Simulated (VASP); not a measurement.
Band structure of GaN (wurtzite). Computed with AM05 GGA, VASP's PBE PAW potentials (set 64) (plane waves; VASP).

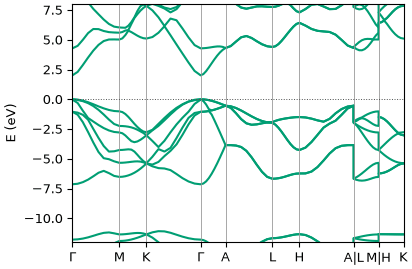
Figure: Bands along high-symmetry lines, zero at the valence-band maximum or, without a gap, the Fermi level

Q: Read the plot: is there a gap, and where are the band edges?

A: The gap is direct, 2.01 eV, from the valence maximum at Γ to the conduction minimum at Γ. (Edges off the drawn lines would not show.)

Measured: gap 3.68 eV (computed value off by -1.67 eV), as given by Wei Chen et al., Physical Review Materials (2018), doi:10.1103/physrevmaterials.2.073803 [zero-point renormalisation of 0.17 eV added back (the table's ZPR column)].

The compound is GaN in the wurtzite structure. It was relaxed first.
